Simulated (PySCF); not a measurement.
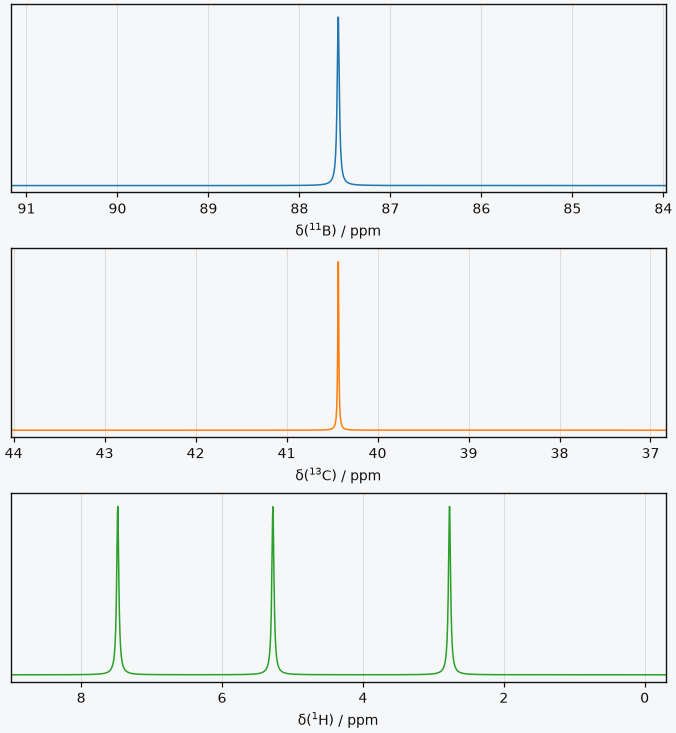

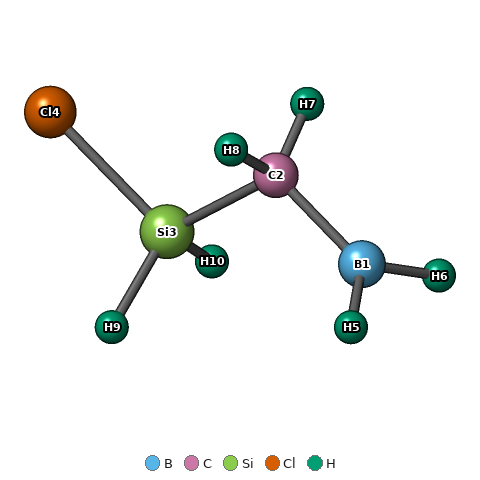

Spectrum and numbered structure of CH₆BClSi, SMILES BC[SiH2]Cl. GIAO shifts, BLYP/pcSseg-2, PySCF 2.14.0, at a PBE0-D3(BJ)/def2-SVP geometry (no frequency check), against BF₃.OEt₂ for ¹¹B, TMS for ¹³C and TMS for ¹H computed at the same level. Gas phase, fully decoupled, line heights follow the number of nuclei, widths are arbitrary (no quadrupolar broadening); values of one conformer, averaged over methyl-type rotors and exact or near symmetry; other conformers aren't averaged in.

> Where does the ¹¹B line lie?

At 87.6 ppm (B1).

> Where does the ¹³C line lie?

At 40.4 ppm (C2).

> Which ¹H nuclei are the least shielded, and which the most?

Least shielded: H5 and H6 at 7.48 ppm. Most shielded: H7 and H8 at 2.77 ppm.
